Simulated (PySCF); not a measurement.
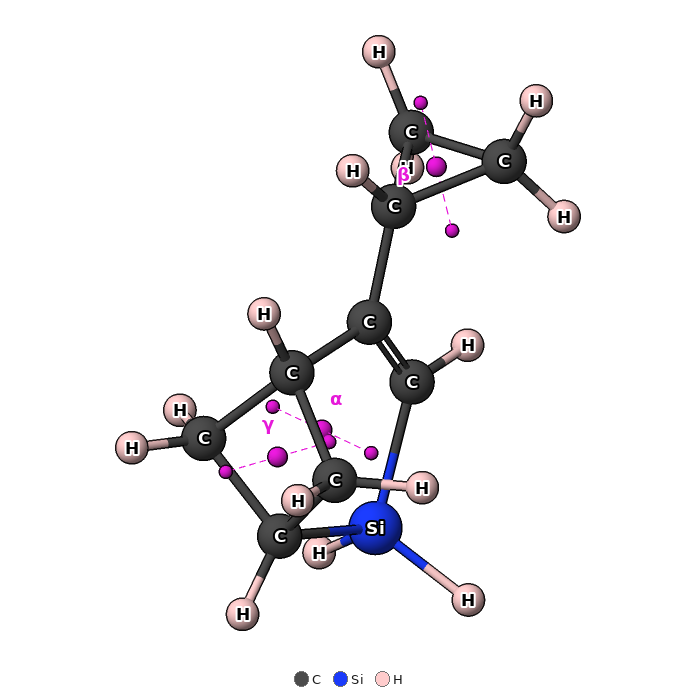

The small points mark where nucleus-independent chemical shifts (NICS) were computed: at the centre of each lettered ring and 1 Å above and below it. The geometry was computed by an optimisation with GFN2-xTB. No frequency run is at hand to confirm it as a minimum. Level of theory: GIAO PBE0/pcSseg-1 NMR shielding, non-relativistic, gas phase (PySCF 2.14.0).

Give NICS(0), NICS(1) and the out-of-plane component NICS(1)zz for each ring (means of the two sides).

```tsv
ring	members	NICS(0)	NICS(1)	NICS(1)zz
α	C5Si	0.9	−2.9	0.8
β	C3	−43.8	−8.2	−23.8
γ	C4	−0.7	0.1	0.2
```

Values in ppm.

Question. What do the values say about the ring currents?

Answer. Ring α: weak, as in a non-aromatic ring. NICS is one index among several.

The geometry is semi-empirical. Around Si such bond lengths and angles can be off by a tenth of an ångström or more and by several degrees, and values that hang on the shape move with them.
